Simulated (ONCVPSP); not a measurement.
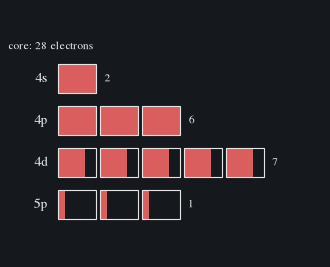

Figure 1. The valence shells of the reference configuration: a box for each of the 2l + 1 orbitals, shaded by the share of the shell that is filled, with the electron count at the right. The shells are those of the unaltered input.

**Pseudopotential generation, with input and output: Ru**

System: ruthenium (Ru, Z = 44), core [Ar] 3d10, reference valence 4s2 4p6 4d7 5p1, valence charge 16. (This line and the method describe the unaltered input from which the odd one was made.)
Method: ONCV potential, PBEsol, scalar-relativistic, made with ONCVPSP 4.0.1.

**Input file**
```
# ATOM AND REFERENCE CONFIGURATION
# atsym  z   nc   nv     iexc    psfile
  Ru 44.00    6    4  -116133      upf
#
#   n    l    f
    1    0    2.00
    2    0    2.00
    2    1    6.00
    3    0    2.00
    3    1    6.00
    3    2   10.00
    4    0    2.00
    4    1    6.00
    4    2    7.00
    5    1    1.00
#
# PSEUDOPOTENTIAL AND OPTIMIZATION
# lmax
    2
#
#   l,   rc,      ep,       ncon, nbas, qcut
    0    1.25    0.00    4    7    7.70
    1    2.00    0.00    4    8    8.30
    2    1.65    0.00    3    8    9.50
#
# LOCAL POTENTIAL
# lloc, lpopt,  rc(5),   dvloc0
    4    3    0.95    0.00
#
# VANDERBILT-KLEINMAN-BYLANDER PROJECTORs
# l, nproj, debl
    0    2    1.80
    1    2    3.50
    2    2    2.20
#
# MODEL CORE CHARGE
# icmod, fcfact, rcfact
    0    0.00    0.00
#
# LOG DERIVATIVE ANALYSIS
# epsh1, epsh2, depsh
   -4.00    5.00    0.02
#
# OUTPUT GRID
# rlmax, drl
    6.00    0.50
#
# TEST CONFIGURATIONS
# ncnf
    4
# nvcnf
#   n    l    f
    5
    4    0    2.00
    4    1    6.00
    4    2    7.00
    5    1    0.00
    5    0    1.00
#
    4
    4    0    2.00
    4    1    6.00
    4    2    7.00
    5    1    0.00
#
    4
    4    0    2.00
    4    1    6.00
    4    2    6.00
    5    1    0.00
#
    4
    4    0    2.00
    4    1    6.00
    4    2    8.00
    5    1    0.00
#
```

Command:
```bash
oncvpsp.x < Ru.dat > Ru.out
```

**Output (extracts)**
```
ONCVPSP  (Optimized Norm-Conservinng Vanderbilt PSeudopotential)
scalar-relativistic version 4.0.1

#   n    l    f        energy (Ha)
    1    0    2.00    -8.0576968E+02
    2    0    2.00    -1.1590880E+02
    2    1    6.00    -1.0383546E+02
    3    0    2.00    -2.0449341E+01
    3    1    6.00    -1.6482528E+01
    3    2   10.00    -1.0094611E+01
    4    0    2.00    -2.8641184E+00
    4    1    6.00    -1.7645929E+00
    4    2    7.00    -2.4914689E-01
    5    1    1.00    -6.3163180E-02

Reference configufation results
  iterations    33
  all-electron total energy (Ha)   -4.52830433D+03

Begin loop to  construct optimized pseudo wave functions
and semi-local pseudopoentials for all angular momenta

WARNING wellstate: negative energy specified for n= 5 l=  0
WARNING scattering state with energy  0.25000000
WARNING will be used for the first projector

   Wellstate for l =  0  n =  6
     eigenvalue =   0.2500
     asymptotic potential =   0.7500
     half-point radius =  7.5703

Calculating optimized projector #   1

 for l=   0

    Fraction of norm inside rc  0.771393
    Optimizing pswf for qcut=   7.68 a_B^-1,  ecut=  29.53 Ha
    Residual kinetic energy error=  6.31D-04 Ha

    Energy error per electron        Cutoff
         Ha          eV             Ha
         0.01000     0.27211       22.54
         0.00100     0.02721       28.29
         0.00010     0.00272       68.97
         0.00001     0.00027       85.69

Calculating optimized projector #   2

 for l=   0

    Fraction of norm inside rc  0.020848
    Optimizing pswf for qcut=   7.68 a_B^-1,  ecut=  29.53 Ha
    Residual kinetic energy error=  9.95D-05 Ha

    Energy error per electron        Cutoff
         Ha          eV             Ha
         0.01000     0.27211       15.88
         0.00100     0.02721       23.61
         0.00010     0.00272       29.76
         0.00001     0.00027       52.25

Calculating optimized projector #   1

 for l=   1

    Fraction of norm inside rc  0.966192
    Optimizing pswf for qcut=   8.29 a_B^-1,  ecut=  34.36 Ha
    Residual kinetic energy error=  4.24D-09 Ha

    Energy error per electron        Cutoff
         Ha          eV             Ha
         0.01000     0.27211       12.47
         0.00100     0.02721       16.34
         0.00010     0.00272       19.93
         0.00001     0.00027       23.18

Calculating optimized projector #   2

 for l=   1

    Fraction of norm inside rc  0.031366
    Optimizing pswf for qcut=   8.29 a_B^-1,  ecut=  34.36 Ha
    Residual kinetic energy error=  1.15D-09 Ha

    Energy error per electron        Cutoff
         Ha          eV             Ha
         0.01000     0.27211        7.29
         0.00100     0.02721       11.32
         0.00010     0.00272       14.82
         0.00001     0.00027       17.70

   Wellstate for l =  2  n =  6
     eigenvalue =   1.9509
     asymptotic potential =   2.4509
     half-point radius =  3.8902

Calculating optimized projector #   1

 for l=   2

    Fraction of norm inside rc  0.578486
    Optimizing pswf for qcut=   9.49 a_B^-1,  ecut=  45.03 Ha
    Residual kinetic energy error=  1.11D-08 Ha

    Energy error per electron        Cutoff
         Ha          eV             Ha
         0.01000     0.27211       19.11
         0.00100     0.02721       25.44
         0.00010     0.00272       30.82
         0.00001     0.00027       35.47

Calculating optimized projector #   2

 for l=   2

    Fraction of norm inside rc  0.087756
    Optimizing pswf for qcut=   9.49 a_B^-1,  ecut=  45.03 Ha
    Residual kinetic energy error=  3.80D-08 Ha

    Energy error per electron        Cutoff
         Ha          eV             Ha
         0.01000     0.27211       18.87
         0.00100     0.02721       25.65
         0.00010     0.00272       31.54
         0.00001     0.00027       36.52

Construct Vanderbilt / Kleinmman-Bylander projectors

B matrix Hermiticity error, ll=   0
   1   2   -2.6915E-04

  Orthonormal projector coefficients  1.7163E+01  2.3721E+00

B matrix Hermiticity error, ll=   1
   1   2    9.5241E-05

  Orthonormal projector coefficients  7.4763E+00  1.0170E+00

B matrix Hermiticity error, ll=   2
   1   2   -1.9756E-04

  Orthonormal projector coefficients  4.1620E+00  6.9754E-01

Pseudoatom total energy  -94.798398

Diagnostic tests using Vanderbilt-Kleinman-Bylander pseudopotentials
  1 or more projectors used as specified by nproj input data

   l    rcore       rmatch      e in        delta e   norm test  slope test

   0   1.2537124   1.2917778  -2.8641184  -0.0000210   1.0001725   1.0001924
   0   1.2537124   1.2917778   0.2500000   0.0000167   1.0004842   1.0004842

   1   2.0111218   2.0721839  -1.7645929   0.0000012   1.0001424   1.0001376
   1   2.0111218   2.0721839  -0.0631632   0.0000013   1.0000274   1.0000221

   2   1.6508401   1.7009632  -0.2491469  -0.0000004   1.0000729   1.0000811
   2   1.6508401   1.7009632   1.9508531   0.0000297   1.0002863   1.0002863

 Testing for bound ghosts
   n   l    E NL Schr. Eq   E Basis Diag.   E Cutoff

   1   0       -2.864139       -2.864087    120.05

   2   1       -1.764592       -1.764588     75.40
   3   1       -0.063162        0.007516     75.40

   3   2       -0.249147       -0.244367    126.30

 Testing for highly-localized positive-energy ghosts
       l    <radius>/rc     E Basis Diag.   E Cutoff

       0        0.664721        9.692474    120.05  WARNING - GHOST(+)

Test configuration 0

   n   l     f        eae           eps        diff
   1   0  2.0000 -805.76967569
   2   0  2.0000 -115.90880236
   2   1  6.0000 -103.83546121
   3   0  2.0000  -20.44934054
   3   1  6.0000  -16.48252830
   3   2 10.0000  -10.09461053
   4   0  2.0000   -2.86411842   -2.86413941   -2.10D-05
   4   1  6.0000   -1.76459287   -1.76459167    1.20D-06
   4   2  7.0000   -0.24914689   -0.24914731   -4.22D-07
   5   1  1.0000   -0.06316318   -0.06316188    1.30D-06

    Total energies and differences
      AE_ref= -4.52830433D+03  AE_tst= -4.52830433D+03  dif=  0.00D+00
      PS_ref= -9.47983983D+01  PS_tst= -9.47983983D+01  dif=  7.11D-14
      PSP excitation error= -7.11D-14

Test configuration 1

   n   l     f        eae           eps        diff
   1   0  2.0000 -805.71098883
   2   0  2.0000 -115.85218642
   2   1  6.0000 -103.77877074
   3   0  2.0000  -20.39179182
   3   1  6.0000  -16.42499615
   3   2 10.0000  -10.03727010
   4   0  2.0000   -2.80453396   -2.80451132    2.26D-05
   4   1  6.0000   -1.70443252   -1.70448642   -5.39D-05
   4   2  7.0000   -0.19171719   -0.19171867   -1.48D-06
   5   0  1.0000   -0.15687351   -0.15686694    6.57D-06

    Total energies and differences
      AE_ref= -4.52830433D+03  AE_tst= -4.52843367D+03  dif= -1.29D-01
      PS_ref= -9.47983983D+01  PS_tst= -9.49277591D+01  dif= -1.29D-01
      PSP excitation error=  1.71D-05

Test configuration 2

   n   l     f        eae           eps        diff
   1   0  2.0000 -805.98174450
   2   0  2.0000 -116.11875702
   2   1  6.0000 -104.04560019
   3   0  2.0000  -20.65969562
   3   1  6.0000  -16.69288633
   3   2 10.0000  -10.30480825
   4   0  2.0000   -3.07605789   -3.07623978   -1.82D-04
   4   1  6.0000   -1.97731594   -1.97739070   -7.48D-05
   4   2  7.0000   -0.46107789   -0.46107760    2.84D-07

    Total energies and differences
      AE_ref= -4.52830433D+03  AE_tst= -4.52816542D+03  dif=  1.39D-01
      PS_ref= -9.47983983D+01  PS_tst= -9.46594586D+01  dif=  1.39D-01
      PSP excitation error= -2.95D-05

Test configuration 3

   n   l     f        eae           eps        diff
   1   0  2.0000 -806.45829341
   2   0  2.0000 -116.59952422
   2   1  6.0000 -104.52604996
   3   0  2.0000  -21.13820507
   3   1  6.0000  -17.17139138
   3   2 10.0000  -10.78377648
   4   0  2.0000   -3.54358226   -3.54335613    2.26D-04
   4   1  6.0000   -2.43864784   -2.43868128   -3.34D-05
   4   2  6.0000   -0.88673808   -0.88670975    2.83D-05

    Total energies and differences
      AE_ref= -4.52830433D+03  AE_tst= -4.52749715D+03  dif=  8.07D-01
      PS_ref= -9.47983983D+01  PS_tst= -9.39911650D+01  dif=  8.07D-01
      PSP excitation error= -4.79D-05

Test configuration 4

   n   l     f        eae           eps        diff
   1   0  2.0000 -805.60851733
   2   0  2.0000 -115.74363944
   2   1  6.0000 -103.67067328
   3   0  2.0000  -20.28422176
   3   1  6.0000  -16.31740795
   3   2 10.0000   -9.92924458
   4   0  2.0000   -2.70198333   -2.70231077   -3.27D-04
   4   1  6.0000   -1.60592268   -1.60611111   -1.88D-04
   4   2  8.0000   -0.11590656   -0.11588474    2.18D-05

    Total energies and differences
      AE_ref= -4.52830433D+03  AE_tst= -4.52844582D+03  dif= -1.41D-01
      PS_ref= -9.47983983D+01  PS_tst= -9.49398314D+01  dif= -1.41D-01
      PSP excitation error= -5.46D-05
```

**Outcome**

- outcome: generated
- ghost flags of the generator: 0 GHOST(-), 1 GHOST(+)
- largest excitation error printed: 1.5 meV
- hardware: 1 CPU thread, shared host
- wall time: 8.3 s

**What is odd here**

One thing in this input was made odd on purpose: drl set to 0.5 bohr. The program ran to the end. The all-electron atom is untouched: its total energy equals that from the unaltered input (−4528.3043 Ha). The pseudo-atom's energy and ghost flags in the reference configuration are also those from the unaltered input, so the oddity leaves no trace there. This setting only fixes the radial mesh on which the potential is written out. Warnings of the program, in the generation or the tests: wellstate: negative energy specified for n= 5 l= 0.
